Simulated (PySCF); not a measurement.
Molecule: C₃H₈Si.

```xyz
12

Si    -0.0783    -0.7292    -1.6143
C     -0.0452    -0.7801     0.2806
C      0.5239     0.4701     0.8664
C     -0.1737     1.4317     1.4765
H      0.5544    -1.6605     0.5713
H     -1.0745    -0.9549     0.6358
H      1.6067     0.6056     0.7462
H     -1.2561     1.3490     1.6203
H      0.3119     2.3340     1.8563
H      1.3067    -0.5465    -2.1489
H     -0.9278     0.4071    -2.0825
H     -0.6325    -2.0089    -2.1566
```

Vertical TDDFT excitations, ωB97X-D/def2-SVPD in PySCF 2.14.0, at a PBE0-D3(BJ)/def2-SVP geometry (no frequency check), gas phase.

**Predict the low-lying singlet excitations and the spectrum.**

The lowest singlet lies at 6.90 eV (180 nm, f = 0.425); the brightest of the first 10 is S1 at 6.90 eV (180 nm), f = 0.425, mainly HOMO → LUMO (91 %). No singlet lies below 3.1 eV (beyond 400 nm), so at this level no vertical transition falls in the visible.


```tsv
state	E (eV)	λ (nm)	f	main character
S1	6.90	180	0.425	HOMO → LUMO (91 %)
S2	7.06	176	0.014	HOMO → LUMO+1 (81 %)
S3	7.88	157	0.030	HOMO → LUMO+3 (32 %)
S4	8.00	155	0.014	HOMO → LUMO+3 (38 %)
S5	8.09	153	0.102	HOMO → LUMO+2 (47 %)
S6	8.20	151	0.010	HOMO−3 → LUMO (31 %)
S7	8.32	149	0.005	HOMO → LUMO+4 (53 %)
S8	8.53	145	0.022	HOMO → LUMO+6 (68 %)
S9	8.71	142	0.014	HOMO−1 → LUMO (48 %)
S10	8.87	140	0.005	HOMO−2 → LUMO+1 (26 %)
```

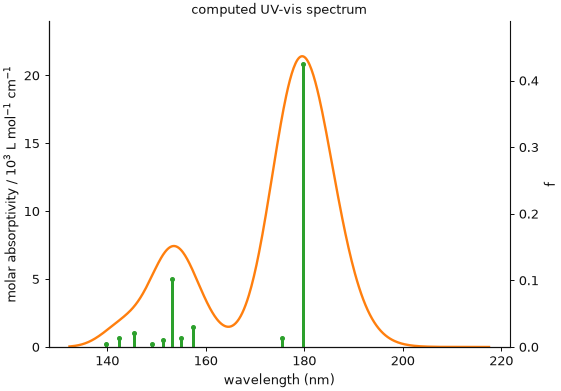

The lowest 10 singlet states are shown; each is broadened by a Gaussian of 1/e half-width 0.33 eV. Sticks give oscillator strengths (right axis).

Caveats: one conformer of a flexible molecule; core orbitals are frozen in the response.
